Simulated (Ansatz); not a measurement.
## Electronic structure of C2H8AlO2 (SMILES C[CH2][Al]([OH])[OH2+]) (charge +1) in real space

```xyz
13

C     0.9505   -1.2481   -1.0122
C     0.1338   -0.7456   -2.2296
Al   -0.6559    1.0111   -1.9880
O    -0.5351    2.6799   -2.1376
O    -2.3540    1.0762   -1.1257
H     1.3772   -2.2307   -1.2375
H     1.7829   -0.5795   -0.7704
H     0.3338   -1.3597   -0.1141
H    -0.6622   -1.4582   -2.4832
H     0.7748   -0.6824   -3.1188
H     0.1473    3.2432   -2.5226
H    -2.7551    1.9546   -0.9659
H    -2.9365    0.3652   -0.8008
```

Geometry: B3LYP/6-31G*.

These are results of Ansatz 0.2.0, isolated molecule in a Gaussian basis; Kohn-Sham density functional theory, functional PBE0, not measurements.

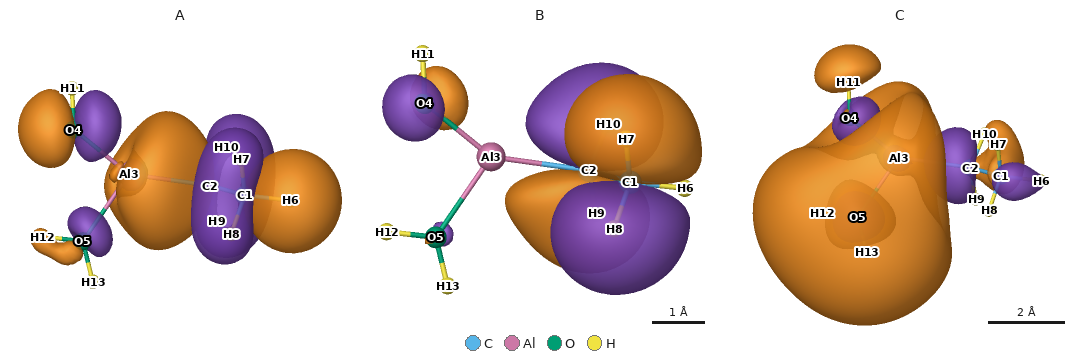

Figure 1. Three frontier orbitals at ±0.05 Å⁻³ᐟ² (orange and purple are the two phases), in no order.

> Which picture is the HOMO−1, the HOMO and the LUMO?

B is the HOMO−1 (−14.02 eV). It lies mainly on C1 (about 30 %), C2 (about 20 %), H8 (about 15 %), H7 (about 15 %), H10 (about 10 %) and H9 (about 10 %). A is the HOMO (−12.80 eV). Its weight (Hirshfeld) is mainly on C2 (about 30 %), Al3 (about 20 %), C1 (about 15 %), H6 (about 10 %) and O4 (about 5 %). C is the LUMO (−5.56 eV). Its weight (Hirshfeld) is mainly on Al3 (about 35 %), H13 (about 15 %), H12 (about 15 %), O5 (about 10 %) and C2 (about 10 %).

> What is the HOMO–LUMO gap?

7.24 eV between the orbital energies.

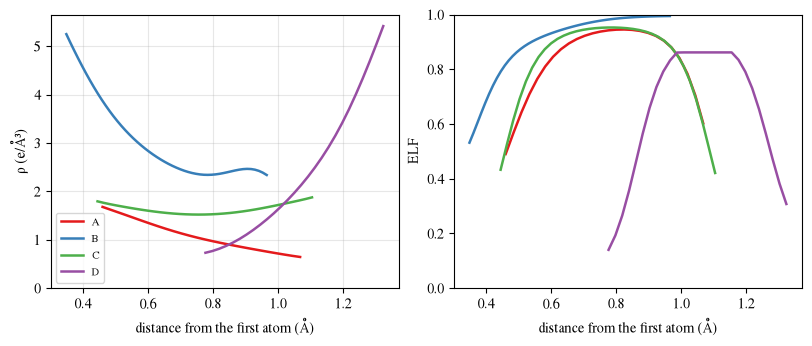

Figure 2. Electron density and ELF along straight lines between neighbouring atoms. The curves leave out the atomic cores.

> Which curve belongs to which contact (Al–O, C–Al, C–C and O–H)? The first atom named is at distance zero.

Curve A: C–Al (1.94 Å): the density is about 0.75 e/Å³ at the midpoint; the ELF peaks at about 0.95 between the atoms, as expected for a polar covalent bond. Curve B: O–H (0.97 Å): ρ is about 3.7 e/Å³ halfway; the ELF climbs to about 1 towards the hydrogen, as it does in any bond to H: an ordinary covalent bond to hydrogen. Curve C: C–C (1.55 Å): the density is about 1.5 e/Å³ at the midpoint; the ELF peaks at about 0.95 between the atoms (a shared electron pair). Curve D: Al–O (1.68 Å): ρ at the midpoint is about 0.87 e/Å³; the ELF peaks at about 0.85 in the valence shell of O, 0.7 Å from its nucleus, and is about 0.35 at the midpoint.

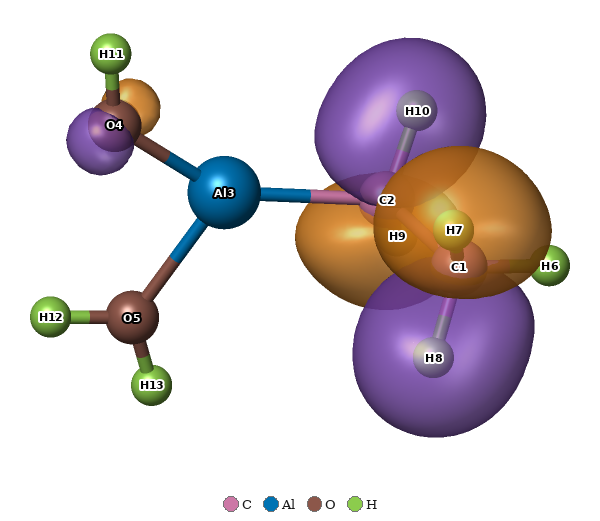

Figure 3. The HOMO−1 at ±0.1 Å⁻³ᐟ² (orange and purple are the two phases), seen at a tilt.

> Describe this orbital and give its energy.

It lies mainly on C1 (about 30 %), C2 (about 20 %), H8 (about 15 %), H7 (about 15 %), H10 (about 10 %) and H9 (about 10 %). Its energy is −14.02 eV.
